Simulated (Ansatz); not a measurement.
# One shape, several levels: quartet PH2

Aim: a comparison of 6 runs (U-wB97M-V/3-21G, USVWN5/3-21G, U-r2SCAN/6-31G*, UCAM-B3LYP/6-31G*, USVWN5/6-31G*, UMP2/3-21G) of quartet PH2. 

Program for the calculation: Ansatz 0.2.0.

46 further runs of the same task are left out: 46 set aside as unsound or not needed.

**1. Starting point**

The species is PH2 (3 atoms), meant as a quartet with charge 0. SMILES of the parent species: `[PH2]`. Geometry: relaxed at GFN2-xTB. That shape belongs to the parent species and isn't relaxed for this state.

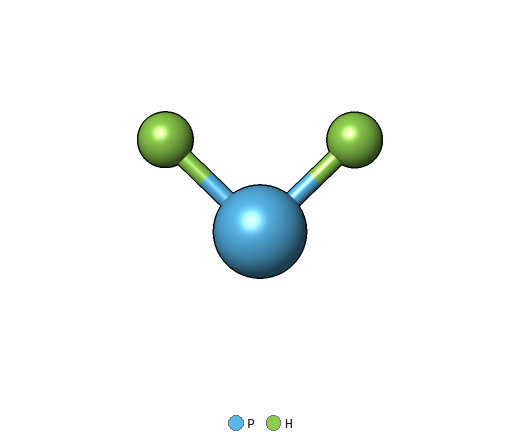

The structure, seen from a chosen angle (phosphorus blue, hydrogen green).

**2. The energy at U-wB97M-V/3-21G (run 1)**

Input file input.yaml:

```yaml
crystal:
  periodic: [false, false, false]
  atoms:
    - {symbol: P, position_ang: [0.514470, -0.302750, 0.252680]}
    - {symbol: H, position_ang: [0.111510, 1.027360, 0.172420]}
    - {symbol: H, position_ang: [-0.625980, -0.724620, -0.425100]}
basis:
  gaussian:
    orbitals: 3-21G.json
magnetization:
  spin_polarized: true
  initial_magnetization: 3
hamiltonian:
  xc: {name: wB97M-V}
accuracy: high
```

The basis set 3-21G is read from a file made from the Basis Set Exchange's data (not shown).

Launch:

```bash
ansatz run input.yaml --threads 1 --pin off --max-ram 2610MiB --events-out events.jsonl --progress --plain --runs-dir runs
```

Output:

```text
Warning: RAYON_NUM_THREADS=1 ignored (pool sized by the plan → 1); use --threads N
Functional definition: wB97M-V
  name "wB97M-V"
  parameter omega = 0.3/bohr
  parameter cx = 0.15
  parameter cx01 = 1.007
  parameter cx10 = 0.259
  parameter css00 = 0.443
  parameter css04 = -1.437
  parameter css10 = -4.535
  parameter css20 = -3.390
  parameter css43 = 4.278
  parameter cos00 = 1.000
  parameter cos10 = 1.358
  parameter cos20 = 2.924
  parameter cos21 = -8.812
  parameter cos60 = -1.390
  parameter cos61 = 9.142
  parameter b = 6.0
  parameter c = 0.01
  gx(w, u) = 1 - cx + cx01*u + cx10*w
  gss(w, u) = css00 + css04*u^4 + css10*w + css20*w^2 + css43*w^4*u^3
  gos(w, u) = cos00 + cos10*w + (cos20 + cos21*u)*w^2 + (cos60 + cos61*u)*w^6
  exchange = spin_sum(e_x_unif_sr(omega)*gx(b97_w, b97_u_x)) + cx*exact_x_sr(omega) + exact_x_lr(omega)
  correlation = spin_sum(e_c_pw_mod_same_spin*gss(b97_w, b97_u_same))
      + integral(e_c_pw_mod_opposite_spin*gos(b97_w_opposite, b97_u_opposite)) + vv10(b, c)
323 factors; integrals over basis functions are off by at most 2.1e-9 eV
124 factors; integrals over basis functions are off by at most 1.9e-9 eV
mean field evaluation 1: about -9264.0350 eV, gradient 3.7e0 eV
mean field evaluation 2: about -9264.1560 eV, gradient 1.0e0 eV
mean field evaluation 4: about -9264.1651 eV, gradient 6.4e-2 eV
mean field evaluation 8: about -9264.1596 eV, gradient 2.3e-3 eV
mean field evaluation 16: about -9264.1596 eV, gradient 1.2e-6 eV
mean field -9264.15959740 eV, -340.4515857315 hartree, gradient 2.7e-8 eV, S^2 3.750504; 2 other end points of the search recorded, 0 dependent functions left out
reference -9264.15959956 eV, -340.4515858108 hartree; 10, 7 occupied and 7, 10 virtual orbitals, 323 factors
Total energy: -9264.15959956 eV, -340.4515858108 hartree
```

It took 9.9 s on 1 thread of Arm Neoverse V1, shared host; peak memory 0.31 GiB.

**3. The energy at USVWN5/3-21G (run 2)**

Input file job.yaml:

```yaml
crystal:
  periodic: [false, false, false]
  atoms:
    - symbol: P
      position_ang: [0.514470, -0.302750, 0.252680]
    - symbol: H
      position_ang: [0.111510, 1.027360, 0.172420]
    - symbol: H
      position_ang: [-0.625980, -0.724620, -0.425100]
basis:
  gaussian:
    orbitals: 3-21G.json
magnetization:
  spin_polarized: true
  initial_magnetization: 3
hamiltonian:
  xc: {name: SVWN5}
accuracy: high
```

The basis set 3-21G is read from a file made from the Basis Set Exchange's data (not shown).

Launch:

```bash
ansatz run job.yaml --threads 1 --pin off --max-ram 2610MiB --events-out events.jsonl --progress --plain --runs-dir runs
```

Output:

```text
Warning: RAYON_NUM_THREADS=1 ignored (pool sized by the plan → 1); use --threads N
Functional definition: SVWN5
  name "SVWN5"
  exchange = slater_x
  correlation = vwn5_c
323 factors; integrals over basis functions are off by at most 2.1e-9 eV
mean field evaluation 1: about -9229.8954 eV, gradient 3.9e0 eV
mean field evaluation 2: about -9230.0088 eV, gradient 1.3e0 eV
mean field evaluation 4: about -9230.0168 eV, gradient 2.2e-1 eV
mean field evaluation 8: about -9230.0172 eV, gradient 2.7e-3 eV
mean field evaluation 16: about -9230.0172 eV, gradient 6.2e-8 eV
mean field -9230.01717557 eV, -339.1968748719 hartree, gradient 6.2e-8 eV, S^2 3.750323; 2 other end points of the search recorded, 0 dependent functions left out
reference -9230.01717717 eV, -339.1968749308 hartree; 10, 7 occupied and 7, 10 virtual orbitals, 323 factors
Total energy: -9230.01717717 eV, -339.1968749308 hartree
```

It took 0.57 s on 1 thread of Arm Neoverse V1, shared host.

Run 3 isn't shown in full; the table further down has it.

**4. The energy at UCAM-B3LYP/6-31G(d) (spherical functions) (run 4)**

Input file molecule.yaml:

```yaml
crystal:
  periodic: [false, false, false]
  atoms:
    - symbol: P
      position_ang: [0.514470, -0.302750, 0.252680]
    - symbol: H
      position_ang: [0.111510, 1.027360, 0.172420]
    - symbol: H
      position_ang: [-0.625980, -0.724620, -0.425100]
basis:
  gaussian: {orbitals: 6-31G_st_-spherical.json}
accuracy: high
magnetization: {spin_polarized: true, initial_magnetization: 3}
hamiltonian: {xc: {name: CAM-B3LYP}}
```

The basis set 6-31G* is read from a file made from the Basis Set Exchange's data (not shown).

Launch:

```bash
ansatz run molecule.yaml --threads 1 --pin off --max-ram 2610MiB --events-out events.jsonl --progress --plain --runs-dir runs
```

Output:

```text
Warning: RAYON_NUM_THREADS=1 ignored (pool sized by the plan → 1); use --threads N
Functional definition: CAM-B3LYP
  name "CAM-B3LYP"
  parameter alpha = 0.19
  parameter beta = 0.46
  parameter omega = 0.33/bohr
  parameter ac = 0.81
  exchange = (1 - alpha - beta)*b88_x + beta*b88_x_sr(omega) + alpha*exact_x + beta*exact_x_lr(omega)
  correlation = (1 - ac)*vwn5_c + ac*lyp_c
381 factors; integrals over basis functions are off by at most 3.4e-9 eV
157 factors; integrals over basis functions are off by at most 1.2e-9 eV
mean field evaluation 1: about -9312.6529 eV, gradient 3.6e0 eV
mean field evaluation 2: about -9312.7653 eV, gradient 8.2e-1 eV
mean field evaluation 4: about -9312.8589 eV, gradient 9.5e-1 eV
mean field evaluation 8: about -9312.8725 eV, gradient 1.3e-2 eV
mean field evaluation 16: about -9312.8725 eV, gradient 2.4e-6 eV
mean field -9312.87251038 eV, -342.2417522646 hartree, gradient 3.3e-8 eV, S^2 3.751852; 2 other end points of the search recorded, 0 dependent functions left out
reference -9312.87252356 eV, -342.2417527492 hartree; 10, 7 occupied and 12, 15 virtual orbitals, 381 factors
Total energy: -9312.87252356 eV, -342.2417527492 hartree
```

Wall time 1.8 s (1 thread of Arm Neoverse V1, shared host); peak memory 0.1 GiB.

Run 5 isn't shown in full; the table further down has it.

**5. A single-point energy at UMP2/3-21G (run 6)**

Input file molecule.yaml:

```yaml
crystal:
  periodic: [false, false, false]
  atoms:
    - {symbol: P, position_ang: [0.514470, -0.302750, 0.252680]}
    - {symbol: H, position_ang: [0.111510, 1.027360, 0.172420]}
    - {symbol: H, position_ang: [-0.625980, -0.724620, -0.425100]}
basis:
  gaussian:
    orbitals: 3-21G.json
magnetization:
  spin_polarized: true
  initial_magnetization: 3
correlation:
  method: mp2
  frozen_orbitals: {H: 0, P: 5}
accuracy: high
```

The basis set 3-21G is read from a file made from the Basis Set Exchange's data (not shown).

Launch:

```bash
ansatz run molecule.yaml --threads 1 --pin off --max-ram 2610MiB --events-out events.jsonl --progress --plain --runs-dir runs
```

Output:

```text
Warning: RAYON_NUM_THREADS=1 ignored (pool sized by the plan → 1); use --threads N
Functional definition: HF
  name "HF"
  exchange = exact_x
  correlation = 0
323 factors; integrals over basis functions are off by at most 2.1e-9 eV
mean field evaluation 1: about -9248.3321 eV, gradient 5.8e0 eV
mean field evaluation 2: about -9248.3445 eV, gradient 5.8e0 eV
mean field evaluation 4: about -9248.6837 eV, gradient 5.3e-1 eV
mean field evaluation 8: about -9248.6885 eV, gradient 9.0e-7 eV
mean field evaluation 16: about -9248.6547 eV, gradient 4.9e-1 eV
mean field -9248.68851832 eV, -339.8830340620 hartree, gradient 9.4e-9 eV, S^2 3.752518; 2 other end points of the search recorded, 0 dependent functions left out
5 core orbitals not correlated: weight in the atoms' cores, before any rotation towards them, 1.000 or more for the frozen orbitals, at most 0.000 for the correlated occupied ones
reference -9248.68851832 eV, -339.8830340620 hartree; 5, 2 occupied and 7, 10 virtual orbitals, 323 factors
second order -1.01418202 eV of doubles, -0.00000000 eV of singles
Total energy: -9249.70270034 eV, -339.9203045637 hartree
```

Wall time 0.12 s (1 thread of Arm Neoverse V1, shared host).

**6. The series**

```csv
run,level,frozen core orbitals,energy (Eh),⟨S²⟩,wall time
1,U-wB97M-V/3-21G,–,-340.451586,3.751,9.9 s
2,USVWN5/3-21G,–,-339.196875,3.750,0.57 s
3,U-r2SCAN/6-31G* (spherical functions),–,-342.221271,3.753,2.9 s
4,UCAM-B3LYP/6-31G* (spherical functions),–,-342.241753,3.752,1.8 s
5,USVWN5/6-31G* (spherical functions),–,-340.942992,3.751,0.68 s
6,UMP2/3-21G,5,-339.920305,3.753,0.12 s
```

**7. Results**

| quantity | value |
| --- | --- |
| run 6: total energy | -339.92030 Eh |
| run 6: correlation energy (5 core orbitals frozen) | -37.3 mEh |
| run 6: ⟨S²⟩ of the reference determinant | 3.753 |

What this shows: Totals of different functionals can't be ranked against each other. All runs together took 16 s, the longest 9.9 s.
